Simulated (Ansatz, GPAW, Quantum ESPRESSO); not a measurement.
# TiSi2: valence-band photoemission

What would valence photoemission of TiSi2 look like, and what sets its shape?

Main program and level: Ansatz 0.2.0, Quantum ESPRESSO 7.5 and GPAW 26.7.0; DFT, PBE, plane-wave PAW, default files, scalar-relativistic, in the first sound run; inputs show where later runs differ.

The database entry behind the starting cell is an old determination (1939), so it need not match the best structure at ambient conditions.

**1. Set-up**

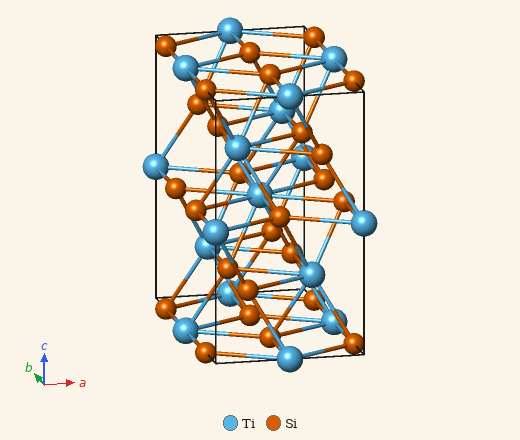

The starting structure, seen slightly off an axis (titanium blue, silicon orange). This picture shows the conventional cell, with its axes. Some periodic images of atoms are drawn too.

Coordinates:

```cif
data_structure
_symmetry_space_group_name_H-M 'Fddd:1'
_symmetry_Int_Tables_number 70
_cell_length_a 4.7730
_cell_length_b 8.2360
_cell_length_c 8.5230
_cell_angle_alpha 90.000
_cell_angle_beta 90.000
_cell_angle_gamma 90.000
_cell_volume 335.04
loop_
_atom_site_label
_atom_site_type_symbol
_atom_site_symmetry_multiplicity
_atom_site_Wyckoff_symbol
_atom_site_fract_x
_atom_site_fract_y
_atom_site_fract_z
_atom_site_occupancy
Ti1 Ti 8 b 0.50000 0.00000 0.00000 1
Si1 Si 16 f 0.50000 0.33300 0.00000 1
```

**2. Self-consistent run, DOS and bands**

First the ground state, then the DOS by atom and shell, which the cross sections turn into spectra. The DOS is taken on a denser mesh than the density.

input.yaml

```yaml
crystal:
  lattice:
    - [0.0, 4.118, 4.2615]
    - [2.3865, 0.0, 4.2615]
    - [2.3865, 4.118, 0.0]
  atoms:
    - { symbol: Ti, position: [0.5, 0.5, 0.5] }
    - { symbol: Ti, position: [0.75, 0.75, 0.75] }
    - { symbol: Si, position: [0.833, 0.167, 0.833] }
    - { symbol: Si, position: [0.167, 0.833, 0.167] }
    - { symbol: Si, position: [0.417, 0.083, 0.417] }
    - { symbol: Si, position: [0.083, 0.417, 0.083] }
kpoints:
  mp_grid: { grid: [10, 10, 10] }
  band_path:
    path:
      - [[0.0, 0.0, 0.0], [0.5, 0.0, 0.5], [1.0, 0.5, 0.5], [0.5, 0.5, 0.0], [0.0, 0.0, 0.0], [0.0, 0.412367, 0.412367]]
      - [[1.0, 0.587633, 0.587633], [1.0, 0.5, 0.5]]
      - [[0.5, 0.0, 0.5], [0.5, 0.244441, 0.744441]]
      - [[0.5, 0.755559, 0.255559], [0.5, 0.5, 0.0]]
      - [[0.0, 0.0, 0.0], [0.5, 0.5, 0.5]]
    npoints: 10
scf:
  occupations: { method: fermi_dirac, width: 0.05 }
  n_extra_bands: 16
hamiltonian:
  xc: pbe
  pseudopotentials: { kind: paw }
output:
  forces: true
  stress: true
  dos:
    projected: true
    de: 0.05
    e_range: [-30, 12]
    nscf_kmesh: { grid: [16, 16, 16] }
  fatbands: true
```

The run is started by

```
$ ansatz run input.yaml --threads 2 --pin off --max-ram 6144MiB --backend cpu --events-out ev --progress --plain --runs-dir out
```

Numbers of over 12 decimals in the logs are rounded to 6 here.

The program printed:

```text
scf.n_extra_bands = 16 over 20 filled bands (N_el = 40.0): the run solves 36 bands
Engine: ansatz 0.2.0, aarch64-unknown-linux-gnu
Pseudopotentials: kind: paw
Pseudopotential: Ti, paw, valence charge 12, recommended cutoff 420 eV (normal), Ti.paw.azcp
Pseudopotential: Si, paw, valence charge 4, recommended cutoff 420 eV (normal), Si.paw.azcp
Functional definition: PBE
  parameter kappa = 0.804
  parameter beta = 0.066725
  exchange = pbe_x(kappa = kappa, mu = beta*pi^2/3)
  correlation = pbe_c(beta = beta)
Crystal: 6 atoms, lattice volume = 83.761 Å³
Basis set: ecut = 420 eV, 1617 PW (Γ), exchange–correlation on 80×72×64 points (8 copies of the dense FFT grid, shifted against one another)
Bands: 36, of which v1, the nominal top of the filled ones, is band 20 counted from 1 (19 counted from 0)
Symmetry: 8 space group operations
Space group: Fddd (ITA 70), of the structure as read, at distance tolerance 4.4e-5 Å
k-points: 171 of 1000
Non-local potential: Ti, projectors of the file, l = 0: 3, l = 1: 2, l = 2: 3, l = 3: 1
Non-local potential: Si, projectors of the file, l = 0: 2, l = 1: 2, l = 2: 2
PAW form: soft (Blöchl's): semilocal exchange-correlation on the pseudo side does not see the compensation charge
PAW one-centre angular grid: Ti, 590 points (default); XC on 64 Gauss nodes
PAW one-centre angular grid: Si, 110 points (default); XC on 64 Gauss nodes
Initial density: superposition of atomic densities (neutral atoms: chi_scale 0, normalization atom), corrected by the library's trained network
Initial wavefunctions: pseudopotential atomic-orbital guess
Functional: x = pbe(κ = 0.804, μ = 0.219515), c = pbe(β = 0.066725)
SCF iter   1: F=—  HF=-7545.914463 eV  |F-HF|=—  |Δ(HF+E_count)|=         —  Δρ=4.12e-3  dr2=2.05e-2  ethr=1.77e-3  ⟨swp⟩=5.0  Hψ=27587  notcnv=0  defer=264
preconditioner: auto → Kerker (q_TF=auto, 2.412 Å⁻¹)  [metal: Δε(μ)=0.018 eV  Ē_g=8.689 eV  σ=0.050 eV  W_gap=0.09  n_scr=16 (ndim 8)  ℏωp=19.9 eV  f_vac=0.000  D(μ)=2.02/eV (n_scr^D=12)]
SCF iter   2: F=—  HF=-7545.912988 eV  |F-HF|=—  |Δ(HF+E_count)|=   1.47e-3  Δρ=2.34e-3  dr2=6.72e-3  ethr=5.11e-5  ⟨swp⟩=1.0  Hψ=7530  notcnv=0  defer=896
SCF iter   3: F=—  HF=-7545.912153 eV  |F-HF|=—  |Δ(HF+E_count)|=   8.35e-4  Δρ=2.45e-4  dr2=7.46e-5  ethr=1.68e-5  ⟨swp⟩=2.2  Hψ=6100  notcnv=0  defer=896
SCF iter   4: F=—  HF=-7545.912146 eV  |F-HF|=—  |Δ(HF+E_count)|=   6.87e-6  Δρ=6.24e-5  dr2=2.02e-6  ethr=1.86e-7  ⟨swp⟩=2.2  Hψ=6799  notcnv=0  defer=896
SCF iter   5: F=—  HF=-7545.912146 eV  |F-HF|=—  |Δ(HF+E_count)|=   2.12e-7  Δρ=1.39e-5  dr2=1.23e-7  ethr=5.05e-9  ⟨swp⟩=2.7  Hψ=7526  notcnv=0  defer=896
SCF iter   6: F=-7545.912146 eV  HF=-7545.912146 eV  |F-HF|=5.54e-10  |Δ(HF+E_count)|=   7.95e-9  Δρ=1.84e-6  dr2=2.19e-9  ethr=2.50e-10  ⟨swp⟩=8.1  Hψ=26120  notcnv=0
SCF 1 converged in 6 iterations: F = -7545.912146 eV  dr2 = 2.19e-9
  greatest PAW one-centre occupation: 0.999 electrons in one spin orbital (limit 2), on the Ti atom at site 1 (counted from 0), in its partial waves of l = 0
NSCF: frozen V_eff on 95 k-points
NSCF: frozen V_eff on 621 k-points
SCF converged after 6 iterations
Free energy (F): -7545.912146 eV
Harris-Foulkes:  -7545.912146 eV  (|F-HF|=5.54e-10)
Internal energy: -7545.895164 eV  (E = F + TS)
E sigma→0 (E₀):  -7545.903655 eV
Entropy (-TS):   -0.016982 eV (-2.830 meV/atom)
Fermi energy:    12.671599 eV
--- Per-component energies (eV) ---
  E_band       = -212.302241
  E_kinetic    = 720.294293
  E_local      = -2028.173929  (includes V_loc(G=0)·N_el)
  E_nonlocal   = 117.094407
  E_hartree    = 886.270418
  E_xc         = -423.761162
  E_vxc        = -441.880443  (∫ρ·V_xc dr)
  E_paw        = -4146.270138  (= ΣΔE_a)
  E_vpaw       = -352.176184  (= ΣTr[D̂ρ^β])
  E_aug_tail   = 0.000236  (compensation charges beyond the density's cutoff)
  E_ewald      = -2671.349290
  E_smearing   = -0.016982  (= −TS)
  E_closure    = -0.000000  (closes the sum)
  Σ components = -7545.912146   (vs F -7545.912146, Δ=0.00e0)
--- Forces (eV/Å), atoms counted from 1 ---
  atom   1  Ti     0.00000000     0.00000000     0.00000000
  atom   2  Ti     0.00000000     0.00000000     0.00000000
  atom   3  Si     0.00000000     0.20227023     0.00000000
  atom   4  Si     0.00000000    -0.20227023     0.00000000
  atom   5  Si     0.00000000    -0.20227023     0.00000000
  atom   6  Si     0.00000000     0.20227023     0.00000000
  max |Σ_I F_I| component: 5.55e-17 eV/Å
--- Stress (GPa, compression-positive) ---
        3.004480       0.000000       0.000000
        0.000000       1.732959       0.000000
        0.000000       0.000000       2.132909
  P = ⅓ Tr σ = 2.2901 GPa (22.901 kbar)
--- Band table (eV; the first three rows and the last of 171) ---
  k-point 0: bands = [... 16 lower, 10.4246, 10.7242, 10.9527, 11.1660, 11.7377, 14.6951, 15.8807, 15.9789, ... 12 higher]
  k-point 1: bands = [... 16 lower, 10.2548, 10.6734, 11.2060, 11.3403, 11.7154, 14.5874, 15.7467, 15.8264, ... 12 higher]
  k-point 2: bands = [... 16 lower, 10.7069, 10.9301, 11.4146, 11.5264, 12.0020, 14.2792, 15.4357, 15.5739, ... 12 higher]
  k-point 170: bands = [... 16 lower, 11.0655, 11.0655, 11.6385, 11.6385, 13.4792, 13.4792, 15.9023, 15.9023, ... 12 higher]
```

It took 54 s on 2 threads of Arm Neoverse V1, shared host; peak memory 1 GiB.

In the SCF lines HF is the Harris–Foulkes energy and dr2 the Hartree energy of the density residual, in eV; the loop may stop once dr2 is under the threshold and the program's other checks hold. Hψ counts applications of the Hamiltonian.

Numbers from this step:

| Item | Value |
| --- | --- |
| free energy | -7545.9121 eV |
| energy at zero smearing | -7545.9037 eV |
| smearing term TS | 0.01698 eV |
| Fermi energy | 12.67 eV |
| symmetry operations | 8 |
| pressure | 2.290 GPa |
| zero of energy | Fermi level |
| share of occupied states in no projected shell | 0.0181 of the occupied states in the window |
| DOS at the Fermi level | 2.179 states/eV/cell |

Electronic bands along the path, in eV, zero at the Fermi level; # counts the bands kept:

| point | #9 | #10 | #11 | #12 | #13 | #14 | #15 | #16 |
| --- | --- | --- | --- | --- | --- | --- | --- | --- |
| Γ | -2.25 | -1.95 | -1.72 | -1.51 | -0.94 | 2.02 | 3.21 | 3.30 |
| Y | -2.41 | -2.41 | -0.85 | -0.85 | 1.26 | 1.26 | 3.29 | 3.29 |
| T | -1.27 | -1.27 | -0.66 | -0.66 | 0.93 | 0.93 | 2.29 | 2.29 |
| Z | -1.61 | -1.61 | -1.04 | -1.04 | 0.81 | 0.81 | 3.23 | 3.23 |
| Γ | -2.25 | -1.95 | -1.72 | -1.51 | -0.94 | 2.02 | 3.21 | 3.30 |
| Σ0 | -1.38 | -0.45 | 0.01 | 0.08 | 0.82 | 0.99 | 1.82 | 2.57 |
| jump to U0 | -1.38 | -0.45 | 0.01 | 0.08 | 0.82 | 0.99 | 1.82 | 2.57 |
| T | -1.27 | -1.27 | -0.66 | -0.66 | 0.93 | 0.93 | 2.29 | 2.29 |
| jump to Y | -2.41 | -2.41 | -0.85 | -0.85 | 1.26 | 1.26 | 3.29 | 3.29 |
| C0 | -1.74 | -1.74 | -1.34 | -1.34 | 1.40 | 1.40 | 2.14 | 2.14 |
| jump to A0 | -1.74 | -1.74 | -1.34 | -1.34 | 1.40 | 1.40 | 2.14 | 2.14 |
| Z | -1.61 | -1.61 | -1.04 | -1.04 | 0.81 | 0.81 | 3.23 | 3.23 |
| jump to Γ | -2.25 | -1.95 | -1.72 | -1.51 | -0.94 | 2.02 | 3.21 | 3.30 |
| L | -1.98 | -1.09 | -0.05 | 0.17 | 1.04 | 1.35 | 1.77 | 2.25 |

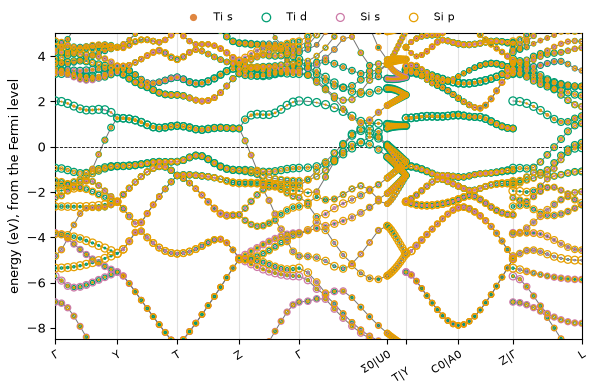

Electronic bands along the path; dots are coloured as in the legend, and their area grows with the weight.

The DOS has structure finer than the step of the table below, so its rows give means over 1 eV, whole bins alone (the curve runs from -14.1 to 7.03 eV). Peaks (eV: height): total -1.1: 5.72, 2.8: 8.29, 3.6: 5.78, 4.2: 6.35; Si 3p -4.7: 1.54, -2.1: 2.56, -1.6: 2.60, 4.2: 2.06; Ti 3d -1.1: 3.34, 1.3: 3.00, 2.8: 5.62, 3.6: 2.73; Si 3s -10.6: 0.831, -8.2: 0.887, 3.1: 0.941, 3.6: 0.830; Ti 4s -11.5: 0.182, -4.2: 0.142, 4.0: 0.512, 5.8: 0.246.

* holds the states left over by the projection beside any projected weight of its own. The DOS by E, zero at the Fermi level; means over each step; values in states/eV/cell:

| E (eV) | total | Si 3p | Ti 3d | Si 3s | Ti 4s | Ti 4p* |
| --- | --- | --- | --- | --- | --- | --- |
| -13 | 0.0112 | 2.7e-4 | 1.4e-5 | 0.00579 | 0.00515 | 9.8e-6 |
| -12 | 0.457 | 0.0586 | 0.00246 | 0.237 | 0.155 | 0.00318 |
| -11 | 0.984 | 0.250 | 0.0190 | 0.537 | 0.164 | 0.0142 |
| -10 | 0.953 | 0.310 | 0.0424 | 0.518 | 0.0663 | 0.0157 |
| -9 | 1.21 | 0.437 | 0.0861 | 0.597 | 0.0686 | 0.0175 |
| -8 | 1.62 | 0.576 | 0.176 | 0.762 | 0.0815 | 0.0204 |
| -7 | 1.11 | 0.421 | 0.136 | 0.490 | 0.0534 | 0.0139 |
| -6 | 1.45 | 0.516 | 0.188 | 0.648 | 0.0747 | 0.0232 |
| -5 | 1.71 | 1.09 | 0.217 | 0.260 | 0.108 | 0.0268 |
| -4 | 2.11 | 1.30 | 0.340 | 0.307 | 0.125 | 0.0420 |
| -3 | 2.69 | 1.62 | 0.584 | 0.310 | 0.100 | 0.0744 |
| -2 | 3.89 | 2.16 | 1.30 | 0.244 | 0.0525 | 0.129 |
| -1 | 4.52 | 1.65 | 2.52 | 0.143 | 0.0330 | 0.176 |
| 0 | 2.10 | 0.508 | 1.43 | 0.0613 | 0.0109 | 0.0912 |
| 1 | 3.02 | 0.508 | 2.21 | 0.111 | 0.0260 | 0.158 |
| 2 | 2.66 | 0.673 | 1.59 | 0.245 | 0.0393 | 0.116 |
| 3 | 6.12 | 1.02 | 3.86 | 0.728 | 0.155 | 0.350 |
| 4 | 5.32 | 1.51 | 2.21 | 0.620 | 0.358 | 0.614 |
| 5 | 3.49 | 1.37 | 1.05 | 0.311 | 0.212 | 0.548 |
| 6 | 3.39 | 1.60 | 0.696 | 0.215 | 0.217 | 0.661 |

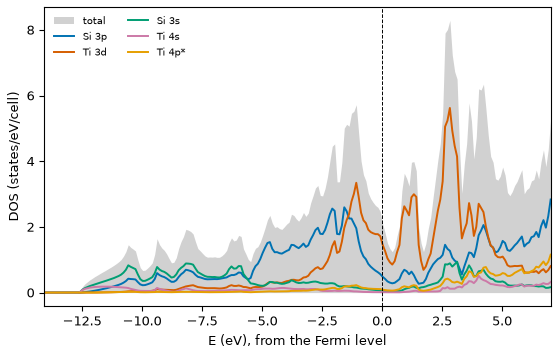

DOS, plotted against E.

Sums over each group's atoms; a table of it gives point samples, which can step over narrow peaks. Table of DOS of the group by E, zero at the Fermi level; values in states/eV:

| E (eV) | Si3: Si 3p | Ti1: Ti 3d | Si3: Si 3s | Ti1: Ti 4s |
| --- | --- | --- | --- | --- |
| -14 | 0 | 0 | 0 | 0 |
| -12 | 0.0546 | 0.00201 | 0.244 | 0.167 |
| -10 | 0.238 | 0.0326 | 0.382 | 0.0529 |
| -8 | 0.657 | 0.209 | 0.868 | 0.0984 |
| -6 | 0.582 | 0.206 | 0.762 | 0.0743 |
| -4 | 1.26 | 0.339 | 0.293 | 0.135 |
| -2 | 2.43 | 1.46 | 0.269 | 0.0546 |
| 0 | 0.504 | 1.53 | 0.0584 | 0.0109 |
| 2 | 0.697 | 1.19 | 0.234 | 0.0331 |
| 4 | 1.60 | 2.37 | 0.592 | 0.435 |
| 6 | 1.47 | 0.617 | 0.213 | 0.198 |

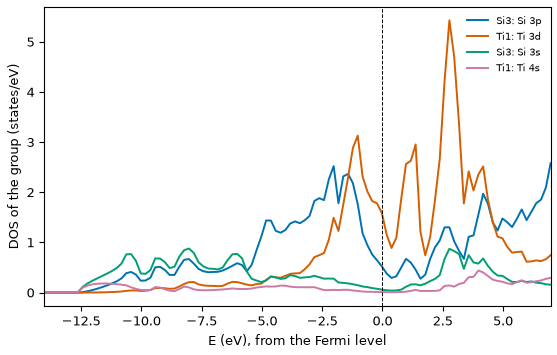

DOS of the group, plotted against E.

This run's widths, added to any smearing of the DOS itself: Gaussian 0.2 eV, Lorentzian 0.1 eV. Intensity against binding energy, zero at the Fermi level; values in % of the maximum within 13 eV:

| binding energy (eV) | 21.2 eV | 60 eV | 250 eV | 1486.7 eV | 8047.8 eV |
| --- | --- | --- | --- | --- | --- |
| 0 | 29.3 | 28.9 | 27.6 | 22.8 | 6.72 |
| 2 | 50.6 | 53.3 | 61.8 | 84.7 | 41.1 |
| 4 | 14.9 | 17.3 | 25.4 | 60.3 | 46.3 |
| 6 | 9.49 | 11.9 | 20.9 | 87.4 | 86.1 |
| 8 | 9.62 | 12.4 | 22.6 | 98.6 | 98.2 |
| 10 | 2.69 | 4.12 | 9.38 | 49.6 | 51.4 |
| 12 | - | 1.59 | 4.59 | 31.7 | 37.9 |
| 14 | - | 0.0581 | 0.106 | 0.475 | 0.496 |

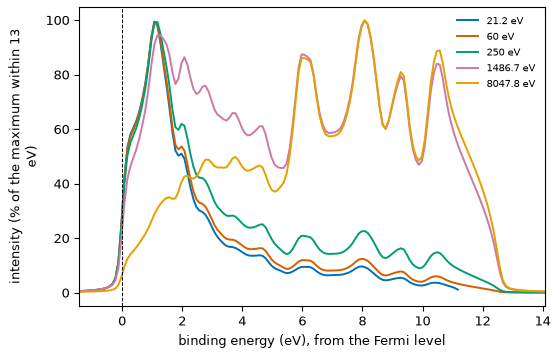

Intensity against binding energy.

Maxima picked by a test of local sharpness, so broad peaks and shoulders can be missing; peaks within 0.45 eV of a curve's cut are left out. Valence peaks, by row:

| photon energy (eV) | binding energy (eV) | height (% of the maximum within 13 eV) | main shell | its share (%) |
| --- | --- | --- | --- | --- |
| 21.2 | 9.3 | 5.487 | Ti 3d | 56.12 |
| 21.2 | 7.95 | 9.695 | Ti 3d | 70.04 |
| 21.2 | 6 | 9.525 | Ti 3d | 72.08 |
| 21.2 | 2 | 51.07 | Ti 3d | 89.84 |
| 21.2 | 1.1 | 100 | Ti 3d | 95.77 |
| 60 | 10.45 | 6.046 | Si 3s | 51.2 |
| 60 | 9.3 | 7.824 | Ti 3d | 37.93 |
| 60 | 8 | 12.46 | Ti 3d | 51.78 |
| 60 | 6 | 12 | Ti 3d | 55.14 |
| 60 | 4.6 | 16.42 | Ti 3d | 60.38 |
| 60 | 2 | 53.84 | Ti 3d | 82.11 |
| 60 | 1.1 | 100 | Ti 3d | 92.27 |
| 250 | 10.5 | 14.88 | Si 3s | 65.88 |
| 250 | 9.3 | 16.37 | Si 3s | 54.48 |
| 250 | 8.05 | 22.7 | Si 3s | 49.06 |
| 250 | 6 | 20.99 | Si 3s | 46.42 |
| 250 | 4.65 | 25.23 | Si 3p | 47.4 |
| 250 | 2 | 62.39 | Ti 3d | 62.37 |
| 250 | 1.15 | 100 | Ti 3d | 80.33 |
| 1487 | 10.5 | 84.49 | Si 3s | 85.99 |
| 1487 | 9.3 | 79.83 | Si 3s | 82.85 |
| 1487 | 8.1 | 100 | Si 3s | 82.53 |
| 1487 | 6 | 87.83 | Si 3s | 82.25 |
| 1487 | 4.65 | 61.4 | Si 3s | 48.84 |
| 1487 | 3.7 | 66.2 | Si 3s | 50.21 |
| 1487 | 2.75 | 76.15 | Si 3s | 41.41 |
| 1487 | 2.05 | 86.6 | Si 3p | 41.02 |
| 1487 | 1.2 | 94.71 | Ti 3d | 45.9 |
| 8048 | 10.55 | 89.49 | Si 3s | 88.21 |
| 8048 | 9.3 | 81.42 | Si 3s | 88.61 |
| 8048 | 8.1 | 100 | Si 3s | 90.04 |
| 8048 | 6 | 86.47 | Si 3s | 91.14 |
| 8048 | 4.6 | 46.7 | Si 3s | 71.04 |
| 8048 | 3.75 | 49.97 | Si 3s | 72.95 |
| 8048 | 2.85 | 49.02 | Si 3s | 70.76 |
| 8048 | 2.15 | 42.98 | Si 3s | 69.18 |
| 8048 | 1.55 | 35.09 | Si 3s | 59.03 |

The intensity has structure finer than the step of the table below, so its rows give means over 2 eV, whole bins alone (the curve runs from -14.1 to 1.43 eV). Peaks (eV: height): Ti L-alpha -1.1: 100.0; Si K-beta -1.9: 100.0; Si K-beta, E along x -2.1: 99.8; Si K-beta, E along y -1.5: 110; Si K-beta, E along z -2.3: 101.

Shapes are the site's partial DOS without matrix elements, which overweights lines from ligand s bands. Intensity against emission energy less the core level's binding energy, zero at the Fermi level; means over each step; values in % of the unpolarised maximum:

| emission energy less the core level's binding energy (eV) | Ti L-alpha | Si K-beta | Si K-beta, E along x | Si K-beta, E along y | Si K-beta, E along z | Si L2,3 |
| --- | --- | --- | --- | --- | --- | --- |
| -12 | 0.388 | 5.43 | 5.11 | 5.36 | 5.81 | 31.7 |
| -10 | 2.37 | 17.7 | 15.3 | 17.6 | 20.4 | 75.4 |
| -8 | 6.38 | 25.4 | 26.4 | 22.1 | 27.7 | 85.0 |
| -6 | 8.17 | 33.3 | 38.0 | 32.3 | 29.6 | 67.3 |
| -4 | 16.9 | 67.0 | 70.9 | 63.1 | 67.0 | 39.5 |
| -2 | 62.4 | 92.5 | 89.8 | 95.1 | 92.7 | 31.8 |
| 0 | 45.0 | 29.9 | 27.6 | 35.2 | 26.6 | 6.94 |

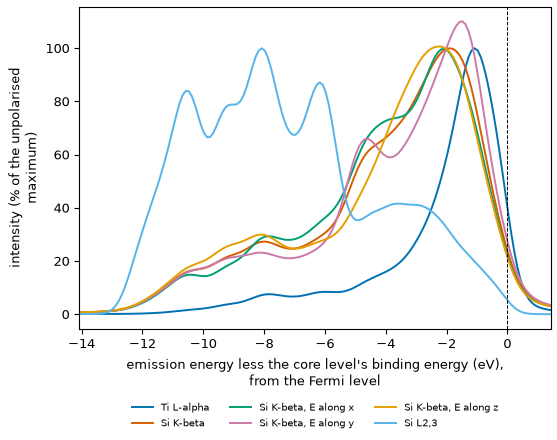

Intensity, plotted against emission energy less the core level's binding energy.

Recipe: projected DOS times atomic cross section and asymmetry factor (unpolarised light, 60° from the beam), occupied states only, Fermi edge at 77 K, a Lorentzian width of 0.1 eV growing by 0 eV per eV of binding energy, and a resolution of 0.2 eV. Curves are cut 10 eV under the photon energy, above any shell that the free atom's threshold puts out of reach, or at the lower edge of the window: 11.2 eV at 21.2 eV, 14.1 eV at 60 eV, 14.1 eV at 250 eV, 14.1 eV at 1486.7 eV and 14.1 eV at 8047.8 eV. A star in tables and legends marks shells that hold the states left over by the projection (1.8 % of the filled ones), a stand-in for orbitals that the files don't project on. Matrix elements of the solid and inelastic losses aren't modelled, nor non-dipole terms, which matter above 3 keV.

Share of each shell in the spectrum's area (%), by photon energy:

| shell | 21.2 eV | 60 eV | 250 eV | 1486.7 eV | 8047.8 eV |
| --- | --- | --- | --- | --- | --- |
| Ti 4s | 0.4 | 0.5 | 1.4 | 5.6 | 11.6 |
| Ti 3d | 87.2 | 76.8 | 52.5 | 12.4 | 1.0 |
| Si 3s | 3.6 | 7.9 | 19.4 | 61.2 | 81.6 |
| Si 3p | 8.6 | 14.7 | 26.4 | 20.1 | 5.4 |

Cross sections used, in Mb an electron:

| shell | 21.2 eV | 60 eV | 250 eV | 1486.7 eV | 8047.8 eV |
| --- | --- | --- | --- | --- | --- |
| Ti 4s | 0.081 | 0.043 | 0.0059 | 2.3e-4 | 4.7e-6 |
| Ti 3d | 2.5 | 1.2 | 0.039 | 9.2e-5 | 7.8e-8 |
| Si 3s | 0.13 | 0.15 | 0.018 | 5.3e-4 | 7.1e-6 |
| Si 3p | 0.15 | 0.13 | 0.012 | 8.8e-5 | 2.4e-7 |

At the Fermi level the DOS is 2.18 states/eV a cell, and on the broadened curves Ti 3d holds 70 % of the total there.

[end of part 1 of 8]

[Logs are printed without paths, hosts, clocks, repeated set-up lines and the standing remarks that a program may print on its own settings, such as how far it seeks lower states.]

[Hosts, paths, dates, database ids (printed as entryN), source tags and the programs' standing remarks are cut or masked in the printed files.]

[Maps of the electrostatic potential energy from Ansatz leave out the sawtooth potential of an applied field or a dipole correction, so their vacuum need not be flat; work functions include it.]

[Peak lists hold at most the 14 tallest peaks of each spectrum; further lines can be left out.]
